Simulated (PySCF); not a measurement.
# [La(H2O)7]3+: how settings move a single point

Which settings matter for [La(H2O)7]3+? Each run alters one on purpose. The species was built from a template and needn't be a known compound.

Method: r2SCAN, La lcecp-1-SVP with ECP46, O def2-SVP, H def2-SVP; scalar-relativistic core potentials, no spin–orbit coupling; program: PySCF 2.14.0.

4 further runs of the same task are left out: 2 for a known fault of the program, 1 that didn't finish, 1 set aside as unsound or not needed.

**1. The system as given**

22 atoms, charge 3, spin multiplicity 1.

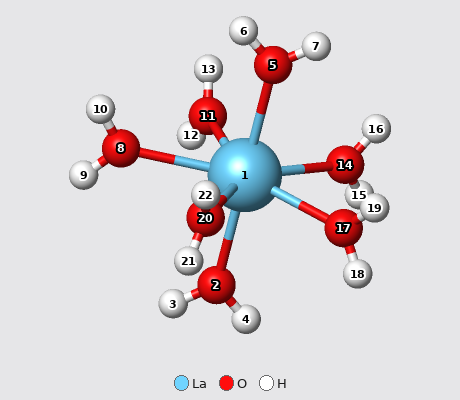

The geometry (lanthanum blue, oxygen red, hydrogen white); atoms are numbered from 1 in the order of the file.

Geometry (Å):

```xyz
22
charge 3, multiplicity 1
La   -0.0016    0.0000    0.0000
O    -0.0021    0.0000    2.5480
H     0.7618    0.0000    3.1585
H    -0.7663    0.0000    3.1581
O    -0.0021    0.0000   -2.5480
H     0.7618    0.0000   -3.1585
H    -0.7663    0.0000   -3.1581
O     2.5901    0.0000    0.0000
H     3.1987    0.0000    0.7622
H     3.1987    0.0000   -0.7622
O     0.7959    2.4509    0.0000
H     0.9662    3.0304    0.7658
H     0.9662    3.0304   -0.7658
O    -2.0889    1.5293    0.0000
H    -2.5629    1.9082    0.7637
H    -2.5629    1.9082   -0.7637
O    -2.0889   -1.5293    0.0000
H    -2.5629   -1.9082    0.7637
H    -2.5629   -1.9082   -0.7637
O     0.7959   -2.4509    0.0000
H     0.9662   -3.0304    0.7658
H     0.9662   -3.0304   -0.7658
```

Formal oxidation states: La +3. The 4f shell is empty and lies in the core potential. An earlier session relaxed this geometry at r2SCAN, La lcecp-1-SVP with ECP46, O def2-SVP, H def2-SVP (singlet, point group C2v).

The sound run used a (50, 194) grid (finer on f atoms), a threshold of 1e-8 and at most 55 cycles, and ended at -565.166272 Eh.

**2. Try 1**

run.py (the lines that set the calculation) reads:

```python
mol = gto.M(atom='''
La    -0.00165     0.00000     0.00000
O     -0.00208     0.00000     2.54799
H      0.76177     0.00000     3.15849
H     -0.76629     0.00000     3.15807
O     -0.00208     0.00000    -2.54799
H      0.76177     0.00000    -3.15849
H     -0.76629     0.00000    -3.15807
O      2.59006     0.00000     0.00000
H      3.19868     0.00000     0.76222
H      3.19868     0.00000    -0.76222
O      0.79588     2.45088     0.00000
H      0.96624     3.03038     0.76582
H      0.96624     3.03038    -0.76582
O     -2.08887     1.52932     0.00000
H     -2.56289     1.90817     0.76367
H     -2.56289     1.90817    -0.76367
O     -2.08887    -1.52932     0.00000
H     -2.56289    -1.90817     0.76367
H     -2.56289    -1.90817    -0.76367
O      0.79588    -2.45088     0.00000
H      0.96624    -3.03038     0.76582
H      0.96624    -3.03038    -0.76582''',
    basis={'La': 'lcecp-1-SVP', 'O': 'def2-SVP', 'H': 'def2-SVP'},
    ecp={'La': 'lcecp-1-SVP'},
    charge=3, spin=0)
mf = dft.RKS(mol, xc='R2SCAN')
mf.grids.atom_grid = (50, 194)  # f atoms: unpruned, at least (60, 302)
mf = mf.density_fit()  # fitting sets: La AutoAux, O def2-universal-JKFIT, H def2-universal-JKFIT
mf.conv_tol = 1e-06; mf.max_cycle = 55
mf.kernel(dm0)  # dm0: free metal ions and neutral atoms
```

On the command line:

```sh
> OMP_NUM_THREADS=4 python run.py
```

What it wrote:

```text
init E= -556.492789137922
  HOMO = -1.05680391884896  LUMO = -0.676688889388816  gap/eV = 10.34346
cycle= 1 E= -563.153643316813  delta_E= -6.66  |g|= 3.32  |ddm|= 4.05
  HOMO = -0.384019865262286  LUMO = -0.354546147043402  gap/eV = 0.80202
cycle= 2 E= -557.401757784617  delta_E= 5.75  |g|= 5.71  |ddm|= 6.41
  HOMO = -0.73283576097817  LUMO = -0.406514141970657  gap/eV = 8.87966
cycle= 3 E= -565.066412333221  delta_E= -7.66  |g|= 0.596  |ddm|= 5.23
  HOMO = -0.717932894682868  LUMO = -0.518731391157768  gap/eV = 5.42055
cycle= 4 E= -565.160378168611  delta_E= -0.094  |g|= 0.172  |ddm|= 0.968
  HOMO = -0.709310455059322  LUMO = -0.500053980173283  gap/eV = 5.69416
cycle= 5 E= -565.16446003533  delta_E= -0.00408  |g|= 0.0989  |ddm|= 0.157
  HOMO = -0.703839094089895  LUMO = -0.497732872101402  gap/eV = 5.60844
cycle= 6 E= -565.166236567257  delta_E= -0.00178  |g|= 0.0132  |ddm|= 0.0699
  HOMO = -0.704771747784518  LUMO = -0.498701818905857  gap/eV = 5.60745
cycle= 7 E= -565.166272090447  delta_E= -3.55e-05  |g|= 0.000835  |ddm|= 0.00998
  HOMO = -0.704817740477798  LUMO = -0.498929167079264  gap/eV = 5.60251
cycle= 8 E= -565.166272248289  delta_E= -1.58e-07  |g|= 0.000506  |ddm|= 0.00188
  HOMO = -0.704774414164989  LUMO = -0.498882545081715  gap/eV = 5.60260
Extra cycle  E= -565.166272166771  delta_E= 8.15e-08  |g|= 0.000839  |ddm|= 0.000869
converged SCF energy = -565.166272166771
```

Wall time 18 s (4 threads of Arm Neoverse V2, shared host).

Changed: the SCF threshold (1e-06). It converges in 8 cycles, at the sound run's energy within 0.001 eV, with a largest force component of 0.01 eV/Å. The result survives the change.

**3. Try 2**

Edit run.py (the lines that set the calculation) of step 2 so:

```diff
@@ -29,3 +29,3 @@
 mf = mf.density_fit()  # fitting sets: La AutoAux, O def2-universal-JKFIT, H def2-universal-JKFIT
-mf.conv_tol = 1e-06; mf.max_cycle = 55
-mf.kernel(dm0)  # dm0: free metal ions and neutral atoms
+mf.conv_tol = 1e-08; mf.max_cycle = 55
+mf.kernel(dm0)  # dm0: smeared density
```

On the command line:

```sh
> OMP_NUM_THREADS=4 python run.py
```

What it wrote:

```text
init E= -565.131225344935
  HOMO = -0.708037502242902  LUMO = -0.491808296518483  gap/eV = 5.88390
cycle= 1 E= -565.165710480265  delta_E= -0.0345  |g|= 0.0453  |ddm|= 0.0931
  HOMO = -0.700799471324443  LUMO = -0.504455263922882  gap/eV = 5.34280
cycle= 2 E= -565.165414014412  delta_E= 0.000296  |g|= 0.0644  |ddm|= 0.12
  HOMO = -0.705474228673648  LUMO = -0.500746884835374  gap/eV = 5.57091
cycle= 3 E= -565.166256952201  delta_E= -0.000843  |g|= 0.00781  |ddm|= 0.0514
  HOMO = -0.704717905740856  LUMO = -0.498878577228124  gap/eV = 5.60117
cycle= 4 E= -565.16627218634  delta_E= -1.52e-05  |g|= 0.000754  |ddm|= 0.0106
  HOMO = -0.704792759467711  LUMO = -0.498889324457346  gap/eV = 5.60292
cycle= 5 E= -565.16627229237  delta_E= -1.06e-07  |g|= 0.000145  |ddm|= 0.000645
  HOMO = -0.704799540699201  LUMO = -0.498900914611945  gap/eV = 5.60279
cycle= 6 E= -565.166272293524  delta_E= -1.15e-09  |g|= 0.000133  |ddm|= 0.000207
  HOMO = -0.704797626507513  LUMO = -0.498901528746163  gap/eV = 5.60272
cycle= 7 E= -565.16627229682  delta_E= -3.3e-09  |g|= 3.85e-06  |ddm|= 8.48e-05
  HOMO = -0.704796725678765  LUMO = -0.49890050208086  gap/eV = 5.60272
Extra cycle  E= -565.166272296821  delta_E= -1.82e-12  |g|= 3.28e-06  |ddm|= 6.98e-06
converged SCF energy = -565.166272296821
```

It took 17 s on 4 threads of Arm Neoverse V2, shared host.

Changed: the starting guess (smeared density). It converges in 7 cycles, at the sound run's energy within 0.001 eV, with a largest force component of 0.01 eV/Å. The result survives the change.

**4. Try 3**

run.py (the lines that set the calculation) reads:

```python
mol = gto.M(atom='''
La    -0.00185     0.00000     0.00000
O     -0.00233     0.00000     2.85374
H      0.85318     0.00000     3.53751
H     -0.85824     0.00000     3.53703
O     -0.00233     0.00000    -2.85374
H      0.85318     0.00000    -3.53751
H     -0.85824     0.00000    -3.53703
O      2.90087     0.00000     0.00000
H      3.58252     0.00000     0.85368
H      3.58252     0.00000    -0.85368
O      0.89139     2.74498     0.00000
H      1.08219     3.39403     0.85772
H      1.08219     3.39403    -0.85772
O     -2.33954     1.71284     0.00000
H     -2.87043     2.13715     0.85531
H     -2.87043     2.13715    -0.85531
O     -2.33954    -1.71284     0.00000
H     -2.87043    -2.13715     0.85531
H     -2.87043    -2.13715    -0.85531
O      0.89139    -2.74498     0.00000
H      1.08219    -3.39403     0.85772
H      1.08219    -3.39403    -0.85772''',
    basis={'La': 'lcecp-1-SVP', 'O': 'def2-SVP', 'H': 'def2-SVP'},
    ecp={'La': 'lcecp-1-SVP'},
    charge=3, spin=0)
mf = dft.RKS(mol, xc='R2SCAN')
mf.grids.atom_grid = (50, 194)  # f atoms: unpruned, at least (60, 302)
mf = mf.density_fit()  # fitting sets: La AutoAux, O def2-universal-JKFIT, H def2-universal-JKFIT
mf.conv_tol = 1e-08; mf.max_cycle = 55
mf.kernel(dm0)  # dm0: free metal ions and neutral atoms
```

On the command line:

```sh
> OMP_NUM_THREADS=4 python run.py
```

What it wrote:

```text
init E= -555.580829638159
  HOMO = -0.984818684247401  LUMO = -0.634476269402952  gap/eV = 9.53330
cycle= 1 E= -562.646976001507  delta_E= -7.07  |g|= 3.45  |ddm|=  3.7
  HOMO = -0.333604377664268  LUMO = -0.323698013272994  gap/eV = 0.26957
cycle= 2 E= -546.517371180936  delta_E= 16.1  |g|= 7.26  |ddm|= 8.58
  HOMO = -0.538112431764357  LUMO = -0.402555782504821  gap/eV = 3.68868
cycle= 3 E= -564.588514320879  delta_E= -18.1  |g|= 1.17  |ddm|= 7.71
  HOMO = -0.6693974921588  LUMO = -0.48526199992709  gap/eV = 5.01058
cycle= 4 E= -564.867147983013  delta_E= -0.279  |g|= 0.719  |ddm|= 1.72
  HOMO = -0.670120287293571  LUMO = -0.538606448837589  gap/eV = 3.57867
cycle= 5 E= -564.942494278198  delta_E= -0.0753  |g|= 0.364  |ddm|= 0.706
  HOMO = -0.659387321187363  LUMO = -0.512576484605642  gap/eV = 3.99493
cycle= 6 E= -564.9699929956  delta_E= -0.0275  |g|= 0.0295  |ddm|= 0.286
  HOMO = -0.661203719763506  LUMO = -0.515846783971945  gap/eV = 3.95536
cycle= 7 E= -564.970216113093  delta_E= -0.000223  |g|= 0.00383  |ddm|= 0.0301
  HOMO = -0.661106686084496  LUMO = -0.516496462358936  gap/eV = 3.93504
cycle= 8 E= -564.970219378726  delta_E= -3.27e-06  |g|= 0.00175  |ddm|= 0.0059
  HOMO = -0.661072150848453  LUMO = -0.516448340333963  gap/eV = 3.93541
cycle= 9 E= -564.970219825959  delta_E= -4.47e-07  |g|= 0.000912  |ddm|= 0.00156
  HOMO = -0.661030392359326  LUMO = -0.51641032613812  gap/eV = 3.93531
cycle= 10 E= -564.970219989034  delta_E= -1.63e-07  |g|= 4.66e-05  |ddm|= 0.000606
  HOMO = -0.661027707213213  LUMO = -0.51641090282057  gap/eV = 3.93522
cycle= 11 E= -564.970219989494  delta_E= -4.6e-10  |g|= 9.04e-06  |ddm|= 4.25e-05
  HOMO = -0.661027976104503  LUMO = -0.516411754380674  gap/eV = 3.93521
Extra cycle  E= -564.970219989463  delta_E= 3.09e-11  |g|= 1.61e-05  |ddm|= 1.87e-05
converged SCF energy = -564.970219989463
```

It took 20 s on 4 threads of Arm Neoverse V2, shared host.

Changed: the scale of all coordinates (1.12). It converges in 11 cycles, +5.335 eV from the sound run, with a largest force component of 3.70 eV/Å. The setting is unsound, so these numbers aren't the compound's.

**5. Try 4**

run.py (the lines that set the calculation) reads:

```python
mol = gto.M(atom='''
La    -0.00165     0.00000     0.00000
O     -0.00208     0.00000     2.54799
H      0.76177     0.00000     3.15849
H     -0.76629     0.00000     3.15807
O     -0.00208     0.00000    -2.54799
H      0.76177     0.00000    -3.15849
H     -0.76629     0.00000    -3.15807
O      2.59006     0.00000     0.00000
H      3.19868     0.00000     0.76222
H      3.19868     0.00000    -0.76222
O      0.33873     1.04601     0.00000
H      0.96624     3.03038     0.76582
H      0.96624     3.03038    -0.76582
O     -2.08887     1.52932     0.00000
H     -2.56289     1.90817     0.76367
H     -2.56289     1.90817    -0.76367
O     -2.08887    -1.52932     0.00000
H     -2.56289    -1.90817     0.76367
H     -2.56289    -1.90817    -0.76367
O      0.79588    -2.45088     0.00000
H      0.96624    -3.03038     0.76582
H      0.96624    -3.03038    -0.76582''',
    basis={'La': 'lcecp-1-SVP', 'O': 'def2-SVP', 'H': 'def2-SVP'},
    ecp={'La': 'lcecp-1-SVP'},
    charge=3, spin=0)
mf = dft.RKS(mol, xc='R2SCAN')
mf.grids.atom_grid = (50, 194)  # f atoms: unpruned, at least (60, 302)
mf = mf.density_fit()  # fitting sets: La AutoAux, O def2-universal-JKFIT, H def2-universal-JKFIT
mf.conv_tol = 1e-08; mf.max_cycle = 69
mf.kernel(dm0)  # dm0: free metal ions and neutral atoms
```

On the command line:

```sh
> OMP_NUM_THREADS=4 python run.py
```

What it wrote:

```text
init E= -555.779459190168
  HOMO = -0.948266314029787  LUMO = -0.74704781610161  gap/eV = 5.47543
cycle= 1 E= -559.832421822082  delta_E= -4.05  |g|= 3.65  |ddm|= 5.44
  HOMO = -0.28859229708978  LUMO = -0.267134775296516  gap/eV = 0.58389
cycle= 2 E= -548.471606950969  delta_E= 11.4  |g|= 6.99  |ddm|= 17.8
  HOMO = -0.586505486082494  LUMO = -0.549897563964784  gap/eV = 0.99615
cycle= 3 E= -562.131361728359  delta_E= -13.7  |g|= 1.51  |ddm|= 17.2
  HOMO = -0.660204853809052  LUMO = -0.625132333169027  gap/eV = 0.95437
cycle= 4 E= -562.894487297749  delta_E= -0.763  |g|= 0.727  |ddm|= 3.05
  HOMO = -0.686298990453828  LUMO = -0.639463327262121  gap/eV = 1.27446
cycle= 5 E= -563.00052157939  delta_E= -0.106  |g|= 0.279  |ddm|= 1.23
  HOMO = -0.697178894389515  LUMO = -0.612294207478264  gap/eV = 2.30983
cycle= 6 E= -563.01593896263  delta_E= -0.0154  |g|= 0.153  |ddm|= 0.48
  HOMO = -0.674325476144094  LUMO = -0.63739626727784  gap/eV = 1.00489
cycle= 7 E= -563.023409253812  delta_E= -0.00747  |g|= 0.0285  |ddm|= 0.425
  HOMO = -0.688933975425133  LUMO = -0.638291854985567  gap/eV = 1.37804
cycle= 8 E= -563.023687077953  delta_E= -0.000278  |g|= 0.0218  |ddm|= 0.193
  HOMO = -0.684701911272519  LUMO = -0.64031925217277  gap/eV = 1.20771
cycle= 9 E= -563.023985909034  delta_E= -0.000299  |g|= 0.00725  |ddm|= 0.0768
  HOMO = -0.684261189829446  LUMO = -0.640412609078862  gap/eV = 1.19318
cycle= 10 E= -563.023998268309  delta_E= -1.24e-05  |g|= 0.000508  |ddm|= 0.00868
  HOMO = -0.684183864243387  LUMO = -0.640430120169853  gap/eV = 1.19060
cycle= 11 E= -563.023998381319  delta_E= -1.13e-07  |g|= 0.000139  |ddm|= 0.0015
  HOMO = -0.684186435123969  LUMO = -0.640434922068803  gap/eV = 1.19054
cycle= 12 E= -563.023998383839  delta_E= -2.52e-09  |g|= 9.04e-05  |ddm|= 0.000188
  HOMO = -0.684181049494622  LUMO = -0.6404353783151  gap/eV = 1.19038
Extra cycle  E= -563.023998380533  delta_E= 3.31e-09  |g|= 0.000159  |ddm|= 0.00019
converged SCF energy = -563.023998380533
```

Run time: 22 s. Hardware: 4 threads of Arm Neoverse V2, shared host.

Changed: one atom's place (atom 11 put 1.1 Å from the metal); the cycle limit is 69. It converges in 12 cycles, +58.294 eV from the sound run, with a largest force component of 228.51 eV/Å. The setting is unsound, so these numbers aren't the compound's.

**6. Side by side**

| run | changed | ending | energy change (eV) | cycles | time | usable |
| --- | --- | --- | --- | --- | --- | --- |
| 1 | the SCF threshold | converged | 0.000 | 8 | 18 s | yes |
| 2 | the starting guess | converged | 0.000 | 7 | 17 s | yes |
| 3 | the scale of all coordinates | converged | +5.335 | 11 | 20 s | no |
| 4 | one atom's place | converged | +58.294 | 12 | 22 s | no |

2 of 4 altered runs give a usable result. 2 ended normally with numbers unfit to quote.
